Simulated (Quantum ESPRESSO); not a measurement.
**How far to go with the SCF threshold: Sr (Fm-3m, 1 atom in the cell)**

```yaml
crystal:
  lattice:
    - [0.00000, 3.03088, 3.03088]
    - [3.03088, 0.00000, 3.03088]
    - [3.03088, 3.03088, 0.00000]
  atoms:
    - { symbol: Sr, position: [0.00000, 0.00000, 0.00000] }
```

Computed with PBE, PSlibrary ultrasoft (PBE) pseudopotentials (plane waves; Quantum ESPRESSO).

Base settings: ecutwfc = 45 Ry; ecutrho = 315 Ry; occupations = smearing; smearing = fd; degauss = 0.0073499 Ry; potentials = {Sr: Sr.pbe-spn-rrkjus_psl.1.0.0.UPF}; K_POINTS = automatic 9 9 9 0 0 0; conv_thr = 1e-09 Ry; mixing_beta = 0.7.

The mesh stays at the base's, so the ladder's end is converged at best in this setting alone.

Only quantities that move along the ladder and can be compared are tabulated.

The count of work is k-points × plane waves × bands × iterations; it is no time. 

The starting cell has typed, rounded lattice constants, without a prior relaxation at this level. Its lattice was rescaled by up to half a per cent.

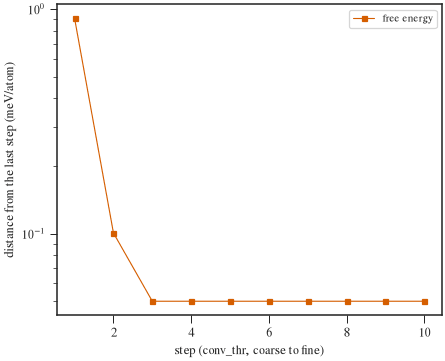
Figure: Distance from the last step along the ladder; very small values are drawn at a floor.

| conv_thr | free energy less the last step's (meV/atom) | pressure (GPa) | count of work / last |
|---|---|---|---|
| 0.0073 Ry | 0.91 | -0.34 | 0.12 |
| 0.00073 Ry | 0.10 | -0.14 | 0.25 |
| 7.3e-05 Ry | 0.01 | -0.12 | 0.38 |
| 7.3e-06 Ry | 0.01 | -0.12 | 0.38 |
| 7.3e-07 Ry | 0.01 | -0.12 | 0.38 |
| 7.3e-08 Ry | 0.00 | -0.15 | 0.50 |
| 7.3e-09 Ry | 0.00 | -0.14 | 0.62 |
| 1e-09 Ry | 0.00 | -0.14 | 0.62 |
| 7.3e-10 Ry | 0.00 | -0.14 | 0.62 |
| 7.3e-12 Ry | 0.00 | -0.14 | 0.88 |
| 7.3e-14 Ry | 0.00 | -0.14 | 1.0 |

Coarsest conv_thr that holds the pressure within 0.05 GPa of the last step, with all finer ones: 0.00073 Ry, at 0.25 of the last step's count of work; the step before is off by 0.20 GPa.

Coarsest conv_thr that holds the free energy within 0.5 meV/atom of the last step, with all finer ones: 0.00073 Ry, at 0.25 of the last step's count of work; the step before is off by 0.91 meV/atom.
